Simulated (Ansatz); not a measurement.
# What MgZrO3 (built on the sites of a database entry of BaZrO3) distorts into

Aim: this structure of MgZrO3 (built on the sites of a database entry of BaZrO3) is to be tested for unstable modes, and one is followed downhill.

Method: DFT PBEsol, scalar-relativistic, plane waves, norm-conserving pseudopotentials, in Ansatz 0.2.0.

The structure was built from a prototype and need not be the compound's stable phase.

## Step 1: The structure

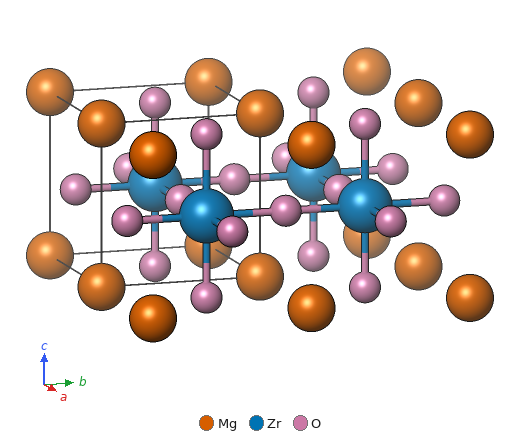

The cell as given, slightly off an axis (magnesium orange, zirconium blue, oxygen pink). 2×2×1 cells are drawn. Some periodic images of atoms are drawn too.

## Step 2: Zone-centre response

The cell comes from relaxations at this level that are not shown. The zone centre is the only wavevector solved here; it holds the modes that light can see, as far as symmetry allows. The response to a homogeneous field gives the Born charges and the dielectric tensor, and its change with displacement the Raman tensors.

Contents of input.yaml:

```yaml
crystal:
  lattice:
    - [4.071198049, 0.0, 0.0]
    - [0.0, 4.071198049, 0.0]
    - [0.0, 0.0, 4.071198049]
  atoms:
    - { symbol: Mg, position: [0.0, 0.0, 0.0] }
    - { symbol: Zr, position: [0.5, 0.5, 0.5] }
    - { symbol: O, position: [0.0, 0.5, 0.5] }
    - { symbol: O, position: [0.5, 0.0, 0.5] }
    - { symbol: O, position: [0.5, 0.5, 0.0] }
kpoints:
  mp_grid: { grid: [8, 8, 8] }
hamiltonian:
  xc: pbesol
  pseudopotentials: { kind: nc }
scf:
  occupations: { method: fixed }
output:
  eigenvalues: true
phonons:
  method: dfpt
  dielectric: true
  rigid_motions: translations
  raman: true
```

On the command line:

```console
$ ansatz run input.yaml --threads 4 --pin off --max-ram 7168MiB --backend cpu --events-out ev --progress --plain --runs-dir out
```

Numbers of over 12 decimals in the logs are rounded to 6 here.

The log of the run:

```text
Engine: ansatz 0.2.0, aarch64-unknown-linux-gnu
Pseudopotentials: kind: nc
Pseudopotential: Mg, nc, valence charge 10, recommended cutoff 1142.878222 eV (normal), Mg.nc.azcp (PseudoDojo's, or run here from an input of PseudoDojo's: the run reads no file of this project's for it)
Pseudopotential: Zr, nc, valence charge 12, recommended cutoff 897.975746 eV (normal), Zr.nc.azcp (PseudoDojo's, or run here from an input of PseudoDojo's: the run reads no file of this project's for it)
Pseudopotential: O, nc, valence charge 6, recommended cutoff 1142.878222 eV (normal), O.nc.azcp (PseudoDojo's, or run here from an input of PseudoDojo's: the run reads no file of this project's for it)
Functional definition: PBEsol
  exchange = pbesol_x
  correlation = pbesol_c
Crystal: 5 atoms, lattice volume = 67.479 Å³
Basis set: ecut = 1142.878222 eV, 5887 PW (Γ), exchange–correlation on 90×90×90 points (8 copies of the dense FFT grid, shifted against one another)
Bands: 25, of which v1, the nominal top of the filled ones, is band 20 counted from 1 (19 counted from 0)
Symmetry: 48 space group operations
k-points: 170 of 512 (irreducible under 2 space group operations, time reversal used)
Non-local potential: Mg, projectors of the file, l = 0: 2, l = 1: 2
Non-local potential: Zr, projectors of the file, l = 0: 2, l = 1: 2, l = 2: 2
Non-local potential: O, projectors of the file, l = 0: 2, l = 1: 2, l = 2: 1
Initial density: superposition of atomic densities (chi_scale 0.1, normalization cell, long waves kept (reshape's long-wave potential 0.00 eV rms))
Initial wavefunctions: pseudopotential atomic-orbital guess
Functional: x = pbesol(κ = 0.804, μ = 0.123457), c = pbesol(β = 0.046)
SCF iter   1: F=—  HF=-4343.686872 eV  |F-HF|=—  |Δ(HF+E_count)|=         —  Δρ=6.73e-2  dr2=3.36e0  ethr=3.10e-3  ⟨swp⟩=5.3  Hψ=17448  notcnv=0  defer=414
preconditioner: auto → Resta (q_TF=auto, 2.501 Å⁻¹)  ε∞=5.0  [insulator: Δε(μ)=1.763 eV  Ē_g=11.064 eV  n_scr=18 (ndim 8)  ℏωp=22.1 eV  f_vac=0.000  ε∞_Penn≈5.0]
SCF iter   2: F=—  HF=-4342.773147 eV  |F-HF|=—  |Δ(HF+E_count)|=   9.14e-1  Δρ=3.62e-2  dr2=1.07e0  ethr=3.10e-3  ⟨swp⟩=2.8  Hψ=9292  notcnv=0  defer=429
SCF iter   3: F=—  HF=-4342.443351 eV  |F-HF|=—  |Δ(HF+E_count)|=   3.30e-1  Δρ=8.68e-3  dr2=7.03e-2  ethr=2.67e-3  ⟨swp⟩=3.7  Hψ=9015  notcnv=0  defer=443
SCF iter   4: F=—  HF=-4342.431710 eV  |F-HF|=—  |Δ(HF+E_count)|=   1.16e-2  Δρ=4.31e-3  dr2=9.39e-3  ethr=1.76e-4  ⟨swp⟩=2.2  Hψ=6964  notcnv=0  defer=490
SCF iter   5: F=—  HF=-4342.430131 eV  |F-HF|=—  |Δ(HF+E_count)|=   1.58e-3  Δρ=8.07e-4  dr2=7.01e-4  ethr=2.35e-5  ⟨swp⟩=2.2  Hψ=6395  notcnv=0  defer=494
SCF iter   6: F=—  HF=-4342.429956 eV  |F-HF|=—  |Δ(HF+E_count)|=   1.75e-4  Δρ=2.67e-4  dr2=3.27e-5  ethr=1.75e-6  ⟨swp⟩=2.1  Hψ=6341  notcnv=0  defer=494
SCF iter   7: F=—  HF=-4342.429945 eV  |F-HF|=—  |Δ(HF+E_count)|=   1.11e-5  Δρ=3.20e-5  dr2=5.10e-7  ethr=8.17e-8  ⟨swp⟩=2.0  Hψ=6091  notcnv=0  defer=372
SCF iter   8: F=—  HF=-4342.429876 eV  |F-HF|=—  |Δ(HF+E_count)|=   6.95e-5  Δρ=4.75e-6  dr2=1.41e-8  ethr=1.27e-9  ⟨swp⟩=2.1  Hψ=6736  notcnv=0  defer=222
SCF iter   9: F=—  HF=-4342.429876 eV  |F-HF|=—  |Δ(HF+E_count)|=   8.95e-9  Δρ=8.05e-7  dr2=3.73e-10  ethr=3.54e-11  ⟨swp⟩=2.3  Hψ=6790  notcnv=0  defer=222
SCF iter  10: F=-4342.429876 eV  HF=-4342.429876 eV  |F-HF|=1.09e-11  |Δ(HF+E_count)|=  4.17e-10  Δρ=1.55e-7  dr2=9.03e-12  ethr=1.00e-12  ⟨swp⟩=14.6  Hψ=30038  notcnv=0
SCF 1 converged in 10 iterations: F = -4342.429876 eV  dr2 = 9.03e-12
DFPT response loops at Γ: preconditioner auto → Resta (q_TF=auto, 2.501 Å⁻¹)  ε∞=8.8 (no band partly filled); β = 1.00, the filter's whole step (`scf.mixing.beta` (0.50) is not read by the response loops at its default; to damp them type it under 1.00, their step now; it binds the ground state too); Broyden in place of MSR1
── the response to a field inside a basis, on 10×10×10 k-points: an SCF that follows is theirs, and a resumed run solves both again ──
Bands: 21, of which v1, the nominal top of the filled ones, is band 20 counted from 1 (19 counted from 0)
k-points: 35
Initial density: handed on by an earlier stage of this run
Initial wavefunctions: pseudopotential atomic-orbital guess (no wavefunctions were taken with the density)
Eigensolver: Dense (35 Hₖ)
SCF iter   1: F=—  HF=-4342.416981 eV  |F-HF|=—  |Δ(HF+E_count)|=         —  Δρ=1.37e-4  dr2=9.33e-7  ethr=1.00e-1
preconditioner: auto → Resta (q_TF=auto, 2.501 Å⁻¹)  ε∞=7.3  [insulator: Δε(μ)=0.934 eV  Ē_g=8.797 eV  n_scr=18 (ndim 8)  ℏωp=22.1 eV  f_vac=0.000  ε∞_Penn≈7.3]
SCF iter   2: F=—  HF=-4342.416983 eV  |F-HF|=—  |Δ(HF+E_count)|=   2.55e-6  Δρ=7.12e-5  dr2=2.72e-7  ethr=2.33e-9
SCF iter   3: F=—  HF=-4342.416984 eV  |F-HF|=—  |Δ(HF+E_count)|=   9.95e-7  Δρ=2.71e-6  dr2=4.44e-9  ethr=6.79e-10
SCF iter   4: F=—  HF=-4342.416984 eV  |F-HF|=—  |Δ(HF+E_count)|=  3.29e-10  Δρ=1.71e-6  dr2=1.52e-9  ethr=1.11e-11
SCF iter   5: F=—  HF=-4342.416984 eV  |F-HF|=—  |Δ(HF+E_count)|=  2.36e-10  Δρ=4.54e-7  dr2=1.70e-10  ethr=3.79e-12
SCF iter   6: F=-4342.416984 eV  HF=-4342.416984 eV  |F-HF|=0.00e0  |Δ(HF+E_count)|=  1.36e-11  Δρ=9.42e-8  dr2=6.33e-12  ethr=1.00e-12
SCF 1 converged in 6 iterations: F = -4342.416984 eV  dr2 = 6.33e-12
DFPT response loops at Γ: preconditioner auto → Resta (q_TF=auto, 2.501 Å⁻¹)  ε∞=8.0 (no band partly filled); β = 1.00, the filter's whole step (`scf.mixing.beta` (0.50) is not read by the response loops at its default; to damp them type it under 1.00, their step now; it binds the ground state too); Broyden in place of MSR1
DFPT response loops at Γ: mixed as the last ones told, above
WARN: field response: ε∞ stands inside a basis, on 10×10×10 points; the force constants stand on the 8×8×8 k-mesh, whose period is 13.34 times the interband length at k = (0.0000, 0.0000, 0.0000), direct gap 1.082 eV, under 14: take them and everything formed from them as unconverged, and compare with a denser kpoints.mp_grid
SCF converged after 10 iterations
Free energy (F): -4342.429876 eV
Harris-Foulkes:  -4342.429876 eV  (|F-HF|=1.09e-11)
Internal energy: -4342.429876 eV  (E = F + TS)
E sigma→0 (E₀):  -4342.429876 eV
Fermi energy:    7.318983 eV
--- Per-component energies (eV) ---
  E_band       = -495.642136
  E_kinetic    = 2210.046805
  E_local      = -3537.139331  (includes V_loc(G=0)·N_el)
  E_nonlocal   = -556.993171
  E_hartree    = 1135.846911
  E_xc         = -820.920147
  E_vxc        = -883.250300  (∫ρ·V_xc dr)
  E_ewald      = -2773.270942
  E_smearing   = -0.000000  (= −TS)
  E_closure    = -0.000000  (closes the sum)
  Σ components = -4342.429876   (vs F -4342.429876, Δ=0.00e0)
--- Band table (eV; the first three rows and the last of 170) ---
  k-point 0: bands = [... 16 lower, 6.2872, 7.0191, 7.0191, 7.0191, 8.1012, 11.1263, 11.1263, 11.1263, ... 1 higher]
  k-point 1: bands = [... 16 lower, 6.2189, 6.3701, 6.9893, 6.9893, 8.5462, 11.1510, 11.4786, 11.4786, ... 1 higher]
  k-point 2: bands = [... 16 lower, 5.8913, 6.0607, 6.9564, 6.9564, 9.4329, 11.2121, 12.2862, 12.2862, ... 1 higher]
  k-point 169: bands = [... 16 lower, 3.7939, 7.3190, 7.3190, 7.3190, 9.6040, 15.0400, 15.0400, 15.0400, ... 1 higher]
--- Phonons (Γ-DFPT): 4 representative perturbations + reference, on 170 of 512 k-points (Σ response iterations 13) ---
  k mesh reduced under 2 symmetry operations, with k and −k counted as one. Each operation leaves every solved perturbation unchanged. A smaller set is not considered because the run solves the response to a homogeneous field
  ASR residual: 1.217e-2 → 0.000e0 eV/Å²; symmetrization residual: 6.573e-6 eV/Å²
  ASR residual per site (eV/Å²): 1.22e-2 1.73e-4 5.82e-5 5.82e-5 5.82e-5
  Γ frequencies (cm⁻¹): -258.17 -258.17 -258.17 -217.81 -217.81 -217.81 0.00 0.00 0.00 182.45 182.45 182.45 641.12 641.12 641.12
  ε∞ (high-frequency dielectric tensor):
        5.194648     0.000000    -0.000000
        0.000000     5.194648     0.000000
       -0.000000     0.000000     5.194648
  softest optical mode at Γ: -258.17 cm⁻¹; the repairs (sum rule, projections) moved no ω² at Γ by more than (11.74 cm⁻¹)²
  Born effective charges Z* (e; rows j = field, columns β = displacement):
    site 0:
         2.68769   -0.00000   -0.00000
        -0.00000    2.68769    0.00000
         0.00000    0.00000    2.68769
    site 1:
         5.83653   -0.00000    0.00000
         0.00000    5.83653    0.00000
        -0.00000    0.00000    5.83653
    site 2:
        -4.97399   -0.00000    0.00000
        -0.00000   -1.77511    0.00000
         0.00000    0.00000   -1.77511
    site 3:
        -1.77511    0.00000    0.00000
         0.00000   -4.97399    0.00000
         0.00000    0.00000   -1.77511
    site 4:
        -1.77511    0.00000    0.00000
        -0.00000   -1.77511    0.00000
         0.00000    0.00000   -4.97399
  Z* charge neutrality: 1.204e-3 e pre-enforcement
  solved inside a basis spanned on kpoints, on 10×10×10 k-points transformed towards the longest dipole: ε∞ is read to err by 2.0e-2, Z* by 5.2e-2 e (field_mesh: kpoints solves on kpoints); Z* is corrected for what the basis lacks
  Raman tensors (in the event stream and the table raman_tensors.tsv): an entry may err by 3.5e-3 Å², one of the second-order susceptibility by 1.0e-18 pm/V (basis, points and sum rule); their sum over the sites missed zero by 1.412e-20 Å² ahead of its enforcement
  optical modes at Γ without the LO–TO term, one row a degenerate level:
      ω (cm⁻¹)  modes    IR ((D/Å)²/amu)  static Raman (Å⁴/amu)  depolarisation
       -258.17      3            67.5607                 0.0000               —
       -217.81      3             0.0000                 0.0000               —
        182.45      3            14.5385                 0.0000               —
        641.12      3            98.6090                 0.0000               —
  optical modes at Γ + LO–TO along q̂ = [1.0000, 0.0000, 0.0000]:
      ω (cm⁻¹)  modes    IR ((D/Å)²/amu)  static Raman (Å⁴/amu)  depolarisation
       -258.17      2            45.0405                 0.0000               —
       -217.81      3             0.0000                 0.0000               —
        -74.12      1             2.8636                 0.0000               —
        182.45      2             9.6923                 0.0000               —
        279.77      1             7.1758                 0.0000               —
        641.12      2            65.7393                 0.0000               —
        819.39      1            50.1967                 0.0000               —
  optical modes at Γ + LO–TO along q̂ = [0.0000, 1.0000, 0.0000]:
      ω (cm⁻¹)  modes    IR ((D/Å)²/amu)  static Raman (Å⁴/amu)  depolarisation
       -258.17      2            45.0405                 0.0000               —
       -217.81      3             0.0000                 0.0000               —
        -74.12      1             2.8636                 0.0000               —
        182.45      2             9.6923                 0.0000               —
        279.77      1             7.1758                 0.0000               —
        641.12      2            65.7393                 0.0000               —
        819.39      1            50.1967                 0.0000               —
  optical modes at Γ + LO–TO along q̂ = [0.0000, 0.0000, 1.0000]:
      ω (cm⁻¹)  modes    IR ((D/Å)²/amu)  static Raman (Å⁴/amu)  depolarisation
       -258.17      2            45.0405                 0.0000               —
       -217.81      3             0.0000                 0.0000               —
        -74.12      1             2.8636                 0.0000               —
        182.45      2             9.6923                 0.0000               —
        279.77      1             7.1758                 0.0000               —
        641.12      2            65.7393                 0.0000               —
        819.39      1            50.1967                 0.0000               —
```

Wall time 4.9 min (4 threads of Arm Neoverse V2, shared host); peak memory 4 GiB; 19 min of CPU time.

This step gave:

| Quantity | Value |
| --- | --- |
| gap on the k-mesh | 0.7822 eV |
| volume per atom | 13.50 Å³ |
| sum-rule residual before enforcement | 0.01217 eV/Å² |
| miss of the charge sum rule | 0.001204 e |
| estimated error of the dielectric tensor | 0.02043 |
| estimated error of the Born charges | 0.05159 e |
| point group | m-3m |
| highest optical mode at the zone centre (no LO-TO term) | 641.1 cm⁻¹ |
| lowest optical zone-centre mode | -258.2 cm⁻¹ |
| mean high-frequency dielectric constant | 5.195 |
| largest Born charge (third of the trace) | 5.837 e |
| top of the zone-centre spectrum with the field | 819.4 cm⁻¹ |

Without the LO-TO term. Patterns of degenerate modes are one choice out of their space. Modes at Γ, with each element's share of the kinetic energy (negative means imaginary):

| mode | frequency (cm⁻¹) | symmetry | Mg % | Zr % | O % |
| --- | --- | --- | --- | --- | --- |
| 1 | -258.2 | T1u | 57 | 0 | 43 |
| 2 | -258.2 | T1u | 57 | 0 | 43 |
| 3 | -258.2 | T1u | 57 | 0 | 43 |
| 4 | -217.8 | T2u | 0 | 0 | 100 |
| 5 | -217.8 | T2u | 0 | 0 | 100 |
| 6 | -217.8 | T2u | 0 | 0 | 100 |
| 7 | 0.0 | acoustic | 15 | 56 | 29 |
| 8 | 0.0 | acoustic | 15 | 56 | 29 |
| 9 | 0.0 | acoustic | 15 | 56 | 29 |
| 10 | 182.4 | T1u | 28 | 38 | 33 |
| 11 | 182.4 | T1u | 28 | 38 | 33 |
| 12 | 182.4 | T1u | 28 | 38 | 33 |
| 13 | 641.1 | T1u | 0 | 6 | 94 |
| 14 | 641.1 | T1u | 0 | 6 | 94 |
| 15 | 641.1 | T1u | 0 | 6 | 94 |

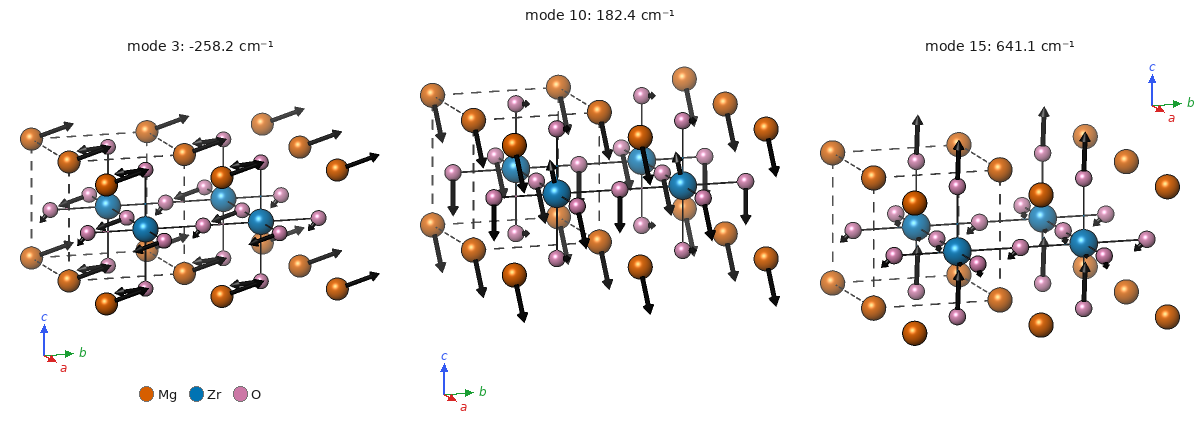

Displacement patterns of modes 3, 10 and 15 at Γ; arrows are exaggerated. 2×2×1 cells are drawn. Some periodic images of atoms are drawn too.

Before it was imposed, the acoustic sum rule was missed by 0.012 eV/Å² and the charge sum rule by 0.0012 e. Small misses are needed for a sound result but don't prove that mesh and cutoff are converged. The lowest optical mode is imaginary, 258.2i cm⁻¹, so the energy falls along it.

The log warns of the k mesh: “the force constants stand on the 8×8×8 k-mesh, whose period is 13.34 times the interband length at k = (0.0000, 0.0000, 0.0000), direct gap 1.082 eV, under 14: take them and everything formed from them as unconverged”.

## Step 3: The mode frozen in, largest atomic shift 0 Å

The mode followed lies at Γ with frequency 258.2i cm⁻¹ and is 3-fold degenerate, the softest among the wavevectors solved. At small amplitude the distorted cell has space group no. 99 by a symmetry search on the positions. The undistorted cell that holds it gives the zero of energy on the same k mesh.

input.yaml, as its differences from that of step 2:

```diff
@@ -17,9 +17,6 @@
 scf:
-  occupations: { method: fixed }
+  occupations: { method: gaussian, width: 0.02 }
 output:
+  forces: true
+  stress: true
   eigenvalues: true
-phonons:
-  method: dfpt
-  dielectric: true
-  rigid_motions: translations
-  raman: true
```

The log of the run:

```text
[...]
Crystal: 5 atoms, lattice volume = 67.479 Å³
Basis set: ecut = 1142.878222 eV, 5887 PW (Γ), exchange–correlation on 90×90×90 points (8 copies of the dense FFT grid, shifted against one another)
Bands: 25, of which v1, the nominal top of the filled ones, is band 20 counted from 1 (19 counted from 0)
Symmetry: 48 space group operations
[...]
k-points: 35 of 512
[...]
P = ⅓ Tr σ = 0.0027 GPa (0.027 kbar)
--- Band table (eV; the first three rows and the last of 35) ---
  k-point 0: bands = [... 16 lower, 6.2872, 7.0191, 7.0191, 7.0191, 8.1012, 11.1263, 11.1263, 11.1263]
  k-point 1: bands = [... 16 lower, 6.2188, 6.3701, 6.9892, 6.9892, 8.5462, 11.1510, 11.4787, 11.4787]
  k-point 2: bands = [... 16 lower, 5.8913, 6.0607, 6.9563, 6.9563, 9.4329, 11.2121, 12.2862, 12.2862]
  k-point 34: bands = [... 16 lower, 3.7939, 7.3189, 7.3189, 7.3189, 9.6040, 15.0400, 15.0400, 15.0400]
[key lines of the parts left out:]
SCF converged after 8 iterations
Free energy (F): -4342.429876 eV
Fermi energy:    7.710345 eV
```

The job ended after 2.5 s (4 threads; peak memory 0.55 GiB; 9.5 s of CPU time).

Numbers from this step:

```
pressure                         : 0.002716 GPa
energy from the undistorted cell : 0 meV/atom
```

At this level the gap is 0.78 eV on the k-mesh of the self-consistent run, which can miss the band edges.

## Step 4: The mode frozen in, largest atomic shift 0.6 Å

The atoms are moved along the unstable eigenvector, the largest shift by 0.6 Å, with the cell fixed.

input.yaml, the sections that differ from step 3:

```yaml
crystal:
  lattice:
    - [4.071198049, 0.0, 0.0]
    - [0.0, 4.071198049, 0.0]
    - [0.0, 0.0, 4.071198049]
  atoms:
    - { symbol: Mg, position: [0.0, 0.1473767655, 0.0] }
    - { symbol: Zr, position: [0.5, 0.5043139859, 0.5] }
    - { symbol: O, position: [0.0, 0.3899087134, 0.5] }
    - { symbol: O, position: [0.5, -0.0283031262, 0.5] }
    - { symbol: O, position: [0.5, 0.3899087134, 0.0] }
# kpoints, hamiltonian, scf, output: as in step 3
```

The log of the run:

```text
[...]
Crystal: 5 atoms, lattice volume = 67.479 Å³
Basis set: ecut = 1142.878222 eV, 5887 PW (Γ), exchange–correlation on 90×90×90 points (8 copies of the dense FFT grid, shifted against one another)
Bands: 25, of which v1, the nominal top of the filled ones, is band 20 counted from 1 (19 counted from 0)
Symmetry: 8 space group operations
[...]
--- Band table (eV; the first three rows and the last of 75) ---
  k-point 0: bands = [... 16 lower, 5.9240, 6.2156, 6.2156, 7.0807, 8.6341, 10.7391, 12.5687, 12.5687]
  k-point 1: bands = [... 16 lower, 5.9488, 6.0978, 6.2237, 7.1029, 9.0132, 11.0151, 12.2870, 12.5966]
  k-point 2: bands = [... 16 lower, 5.7000, 6.0328, 6.2441, 7.0982, 9.8090, 11.6445, 12.1612, 12.6629]
  k-point 74: bands = [... 16 lower, 3.7746, 6.4581, 7.2233, 7.2233, 9.9258, 14.0554, 14.0554, 14.3475]
[key lines of the parts left out:]
SCF converged after 9 iterations
Free energy (F): -4343.452549 eV
Fermi energy:    7.928779 eV
P = ⅓ Tr σ = -0.6136 GPa (-6.136 kbar)
```

Wall time 9.2 s (4 threads); peak memory 0.64 GiB.

This step gave:

```yaml
pressure: -0.6136 GPa
gap_on_the_k_mesh: 1.411 eV
energy_from_the_undistorted_cell: -204.5 meV/atom
```

The energy, extrapolated to zero smearing, is -204.53 meV/atom against the undistorted cell.

The run ends at a pressure of -0.61 GPa, with forces up to 1.2 eV/Å.

## Step 5: Energy along the mode, all amplitudes (two of the runs are shown above)

An imaginary frequency means negative curvature, so the energy should fall and then rise again as anharmonic terms take over.

This step gave:

```
depth at the lowest point sampled  : 204.5 meV/atom
largest atomic shift at that point : 0.6 Å
```

Energy from the parent against largest atomic shift:

| largest atomic shift (Å) | energy from the parent (meV/atom) |
| --- | --- |
| 0.000 | 0 |
| 0.040 | -1.68 |
| 0.080 | -6.65 |
| 0.140 | -19.9 |
| 0.220 | -47.0 |
| 0.320 | -91.0 |
| 0.450 | -152 |
| 0.600 | -205 |

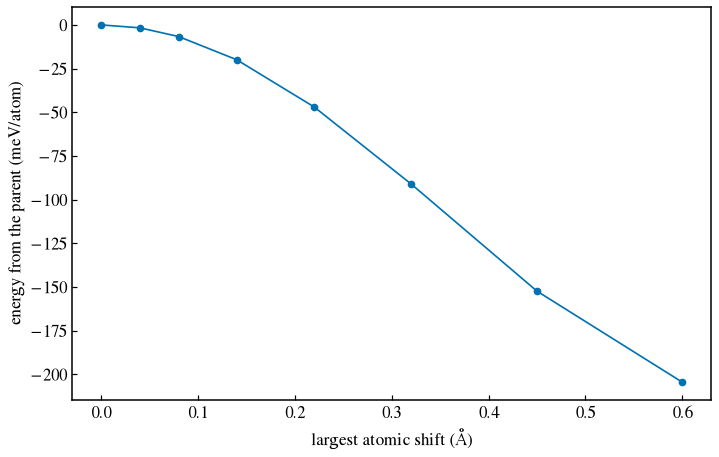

Energy from the parent against largest atomic shift.

Displacement at unit largest shift by atom:

| atom | x (Å) | y (Å) | z (Å) | size |
| --- | --- | --- | --- | --- |
| Mg1 | 0.00 | 1.00 | 0.00 | 1.00 |
| Zr2 | 0.00 | 0.03 | 0.00 | 0.03 |
| O3 | 0.00 | -0.75 | 0.00 | 0.75 |
| O4 | 0.00 | -0.19 | 0.00 | 0.19 |
| O5 | 0.00 | -0.75 | 0.00 | 0.75 |

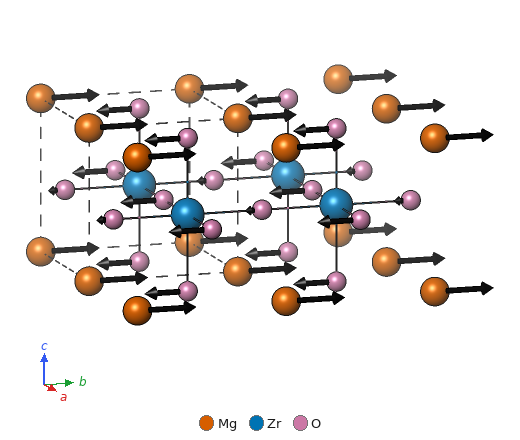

Displacement at unit largest shift as arrows, the longest 1 Å. 2×2×1 cells are drawn. Some periodic images of atoms are drawn too.

The lowest of the steps tried is the last one, at 0.6 Å, 205 meV/atom below the parent; the bottom of the well need not coincide with a step.

(Continued in part 2 of 3.)

[Logs are printed without paths, hosts, clocks, repeated set-up lines and the standing remarks that a program may print on its own settings, such as how far it seeks lower states.]

[Hosts, paths, dates, database ids (printed as entryN), source tags and the programs' standing remarks are cut or masked in the printed files.]
